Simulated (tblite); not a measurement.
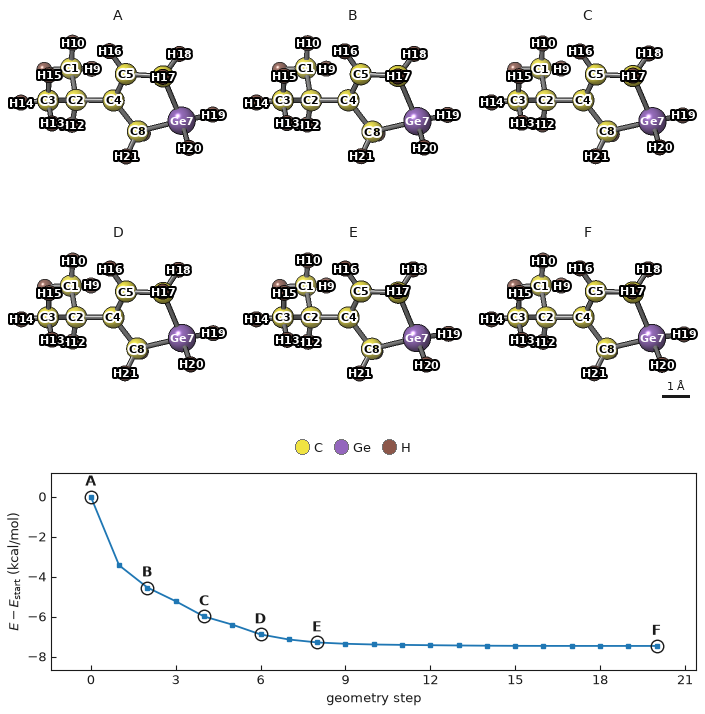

Frames of a relaxation of C7H14Ge, marked on the history of the run. Style: ball-and-stick. Shown at a tilt.

Level of theory: tblite 0.8.0, GFN2-xTB geometry optimisation, gas phase. 

What happens along the run?

Answer. The energy falls by 7.47 kcal/mol in 20 geometry steps. The largest moves after the best rigid fit, 0.14 Å, are those of H atoms. By element the largest moves are H 0.14 Å, C 0.05 Å, Ge 0.02 Å. Some distances before and after: Ge–H 1.560 → 1.505 Å, C–Ge 1.925 → 1.979 Å, C–H 1.118 → 1.092 Å, C–C 1.345 → 1.326 Å. Among the angles between lasting bonds that change: H–Ge–H 115.6° → 106.4°, H–C–H 110.5° → 106.7°, C–Ge–H 111.4° → 114.6°. Cost: 0.29 s on 1 thread of Arm Neoverse N1, on a shared host. From step 0 to 2: the Ge atom moves most (0.04 Å), energy −4.55 kcal/mol. From step 2 to 4: an H atom moves most (0.03 Å), energy −1.45 kcal/mol. From step 4 to 6: H atoms move most (0.04 Å), energy −0.90 kcal/mol. From step 6 to 8: H atoms move most (0.03 Å), energy −0.40 kcal/mol. From step 8 to 20: H atoms move most (0.03 Å), energy −0.18 kcal/mol.

| step | E − E(0), kcal/mol |
| --- | --- |
| 0 | 0.00 |
| 1 | -3.43 |
| 2 | -4.55 |
| 3 | -5.23 |
| 4 | -5.99 |
| 5 | -6.40 |
| 6 | -6.89 |
| 7 | -7.15 |
| 8 | -7.29 |
| 9 | -7.36 |
| 10 | -7.40 |
| 11 | -7.42 |
| 12 | -7.43 |
| 13 | -7.45 |
| 14 | -7.46 |
| 15 | -7.46 |
| 16 | -7.47 |
| 17 | -7.47 |
| 18 | -7.47 |
| 19 | -7.47 |
| 20 | -7.47 |
